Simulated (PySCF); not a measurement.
**C$_{6}$H$_{9}$N: NMR shielding calculation**

C$_{6}$H$_{9}$N, computed with GIAO PBE0/pcSseg-1 NMR shielding, non-relativistic, gas phase (PySCF 2.14.0).

The geometry comes from this level: GFN2-xTB, NEB image 3 of 0 to 8. It belongs to a series of runs on one base structure; here: NEB image 3 of 0 to 8. Figures and captions count atoms from 1; the log counts them from 0 in places.

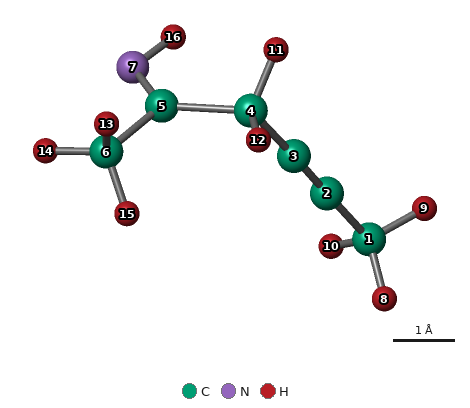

Figure 1. The structure as given in the input (ball-and-stick view, seen at a tilt; atoms are numbered from 1 in the order of the input).

## Input
```
{"job": {"kind": "nmr", "xc": "PBE0", "basis": "pcSseg-1", "pop": false}, "charge": 0, "multiplicity": 1}
C      3.168700     0.059000    -0.579100
C      1.857800     0.287800    -0.009900
C      0.790100     0.483200     0.498600
C     -0.530000     0.697300     1.063200
C     -1.583900     0.066600     0.162200
C     -2.285100    -1.121200     0.738300
N     -1.895500     0.459800    -0.988900
H      3.695300    -0.701300    -0.002800
H      3.751100     0.979800    -0.562700
H      3.073100    -0.281000    -1.609800
H     -0.713400     1.774300     1.142700
H     -0.573100     0.260300     2.064100
H     -2.888900    -0.803500     1.588000
H     -2.927700    -1.575600    -0.009400
H     -1.557900    -1.850800     1.090500
H     -1.388100     1.274400    -1.329000
```

The first line tells a small driver script what to run in PySCF; the rest is the geometry in Å.

Run on 1 CPU thread, shared host.

Launched with:
```bash
OMP_NUM_THREADS=1 python <driver script> task.json out
```

## What the program printed
```
coarse grid: 13160 points
cycle   1  E = -288.2321293009  dE =  8.850e-01  |g| = 5.263e-01  |ddm| = 3.968e+00
cycle   2  E = -288.1844554477  dE =  4.767e-02  |g| = 7.199e-01  |ddm| = 1.385e+00
cycle   3  E = -288.2950006562  dE = -1.105e-01  |g| = 1.712e-01  |ddm| = 7.975e-01
cycle   4  E = -288.3015408795  dE = -6.540e-03  |g| = 4.500e-02  |ddm| = 1.791e-01
cycle   5  E = -288.3018691608  dE = -3.283e-04  |g| = 2.631e-02  |ddm| = 4.992e-02
cycle   6  E = -288.3020303927  dE = -1.612e-04  |g| = 4.307e-03  |ddm| = 2.142e-02
cycle   7  E = -288.3020346483  dE = -4.256e-06  |g| = 1.015e-03  |ddm| = 4.291e-03
final grid: 126592 points
cycle   8  E = -288.3433434614  dE = -3.635e-05  |g| = 7.630e-03  |ddm| = 4.119e-02
cycle   9  E = -288.3433430845  dE =  3.769e-07  |g| = 7.866e-03  |ddm| = 1.563e-02
cycle  10  E = -288.3433582425  dE = -1.516e-05  |g| = 6.294e-04  |ddm| = 7.397e-03
cycle  11  E = -288.3433583093  dE = -6.675e-08  |g| = 3.804e-04  |ddm| = 8.837e-04
cycle  12  E = -288.3433583410  dE = -3.174e-08  |g| = 1.060e-04  |ddm| = 3.312e-04
cycle  13  E = -288.3433583439  dE = -2.891e-09  |g| = 1.394e-05  |ddm| = 1.246e-04
cycle  14  E = -288.3433583440  dE = -4.331e-11  |g| = 5.811e-06  |ddm| = 1.926e-05
```

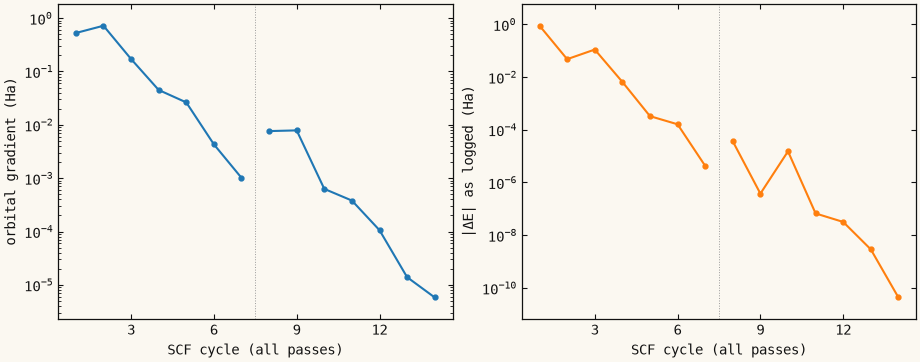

Figure 2. Convergence of the self-consistent field: orbital gradient and size of the energy change against the SCF cycle. The dotted line marks the change from a coarse to the final integration grid. The first 7 cycles use a coarse grid, the final grid takes over at cycle 8, and the field converges after 14 cycles in all.

```
converged SCF energy = -288.3433583440

GIAO shielding tensors (ppm)
atom      isotropic    diamagn.    paramagn.     s11        s22        s33       span
  0 C      182.211     253.404     -71.193    174.704    175.214    196.715     22.010
  1 C      102.615     266.842    -164.227     17.839     22.701    267.304    249.465
  2 C      105.674     265.497    -159.823     15.656     26.595    274.771    259.115
  3 C      156.530     255.004     -98.474    143.908    149.097    176.584     32.675
  4 C        9.307     254.987    -245.680   -101.740      1.576    128.085    229.825
  5 C      155.070     249.494     -94.425    131.385    146.478    187.346     55.961
  6 N      -77.598     326.168    -403.766   -364.252    -88.055    219.512    583.764
  7 H       29.742      28.723       1.019     24.523     28.051     36.651     12.128
  8 H       29.740      27.541       2.199     24.599     27.902     36.719     12.120
  9 H       29.772      30.892      -1.120     24.557     28.250     36.508     11.951
 10 H       28.892      30.917      -2.025     25.195     27.608     33.873      8.678
 11 H       28.789      32.021      -3.232     24.934     28.534     32.898      7.964
 12 H       29.651      28.222       1.429     26.707     28.294     33.952      7.245
 13 H       29.594      28.898       0.696     26.208     27.577     34.997      8.789
 14 H       29.496      30.899      -1.403     26.292     29.534     32.661      6.368
 15 H       21.341      36.351     -15.010     12.600     24.354     27.069     14.469
```

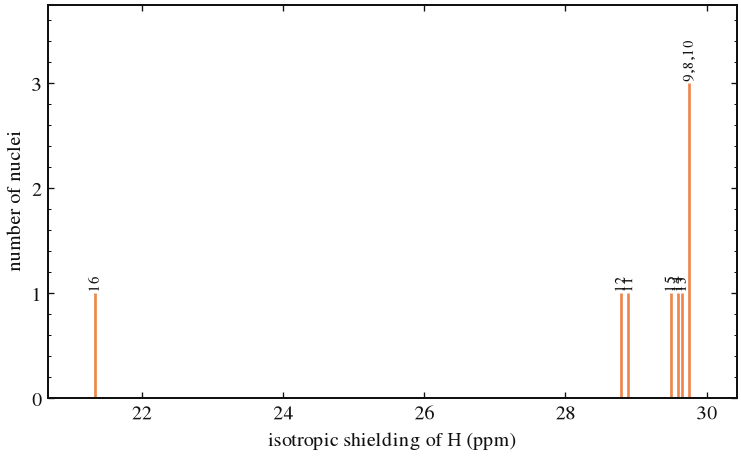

Figure 3. Isotropic shieldings of the hydrogen nuclei in this fixed geometry, labelled by atom number; shielding grows to the right, so chemical shift grows to the left. The least shielded is H16 (21.3 ppm), the most shielded H10 (29.8 ppm).

## Summary

| quantity | value |
| --- | --- |
| outcome | converged |
| total energy | −288.343358 hartree |
| HOMO | −6.98 eV |
| LUMO | 0.13 eV |
| dipole moment | 2.19 D |
| isotropic shielding, C | 9.3 to 182.2 ppm |
| isotropic shielding, N | −77.6 ppm |
| isotropic shielding, H | 21.3 to 29.8 ppm |
| wall time | 10 s |
| peak memory | 0.76 GiB |
